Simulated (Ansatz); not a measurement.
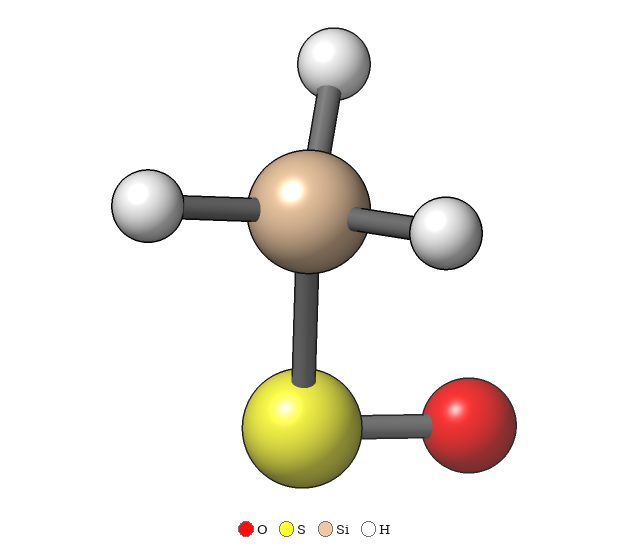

Ball-and-stick drawing of a structure.

The species is neutral and a spin doublet.

Count the atoms of each element.

Answer. H3OSSi, 6 atoms: 3 hydrogen, 1 oxygen, 1 sulfur and 1 silicon.

Count the bonded pairs by element.

Answer. 3 Si–H, 1 O–S, 1 S–Si.

How many sets of symmetry-equivalent atoms are there?

Answer. 5: 1 O, 1 S, 1 Si, 2 H, 1 H.

Which point group does it belong to?

Answer. Cs.

The parts below concern this one geometry. Atoms keep their numbers from picture to picture. Computed geometry: PBE0-D4/def2-TZVP optimisation. No frequency run is at hand to confirm it as a minimum.

### Electronic properties

No frequency run is at hand to confirm it as a minimum. Properties computed with UKS PBE0-D4/def2-TZVPP (Ansatz 0.2.0).

Give the ⟨S²⟩ of the determinant at this level.

Answer. 0.757.

Give the HOMO energy (Kohn–Sham orbital) at this level.

Answer. −7.28 eV.

### Dipole moment

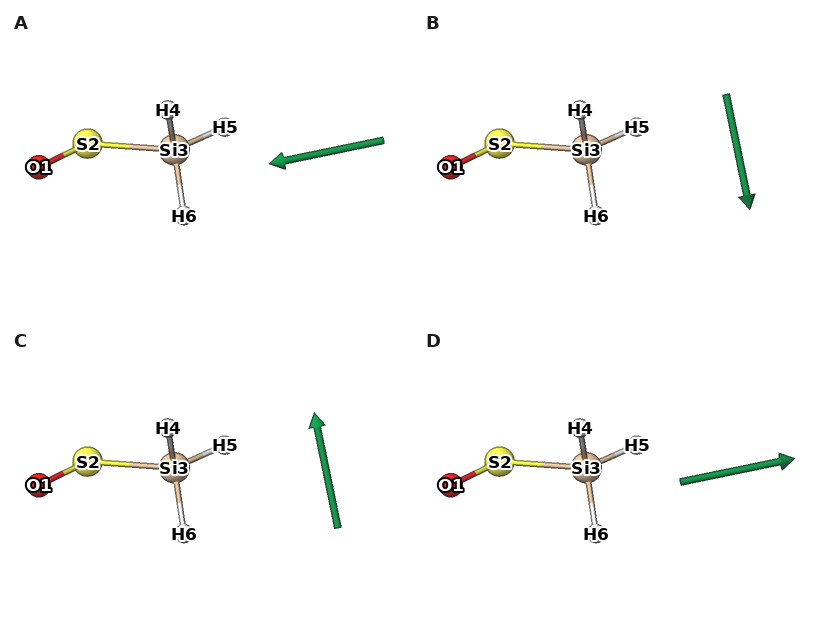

The same molecule four times, each with an arrow. No frequency run is at hand to confirm it as a minimum. Method: UKS PBE0-D4/def2-TZVP (Ansatz 0.2.0).

Which arrow points along the dipole moment, from the negative to the positive end?

Answer. D. The dipole moment is 2.63 D; it points from the side of O1 to the side of H5 (the outermost atoms at the two ends).

### Charges

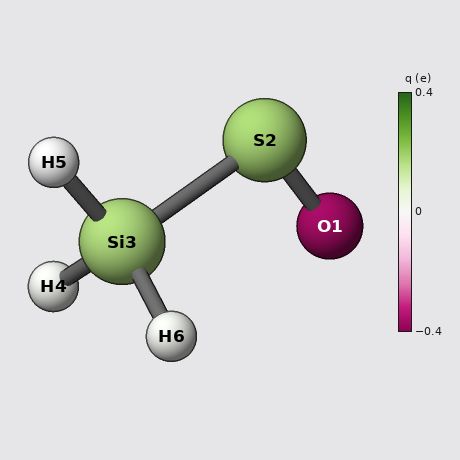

Atoms are coloured by their Mulliken charges. No frequency run is at hand to confirm it as a minimum. Level of theory: UKS PBE0-D4/def2-TZVP (Ansatz 0.2.0).

Give the Mulliken charges atom by atom.

| atom | value (e) |
| --- | --- |
| O1 | −0.36 |
| S2 | 0.18 |
| Si3 | 0.17 |
| H4 | 0.01 |
| H5 | 0.00 |
| H6 | 0.01 |

Mulliken values depend strongly on the basis set and can even reverse the polarity of a bond.
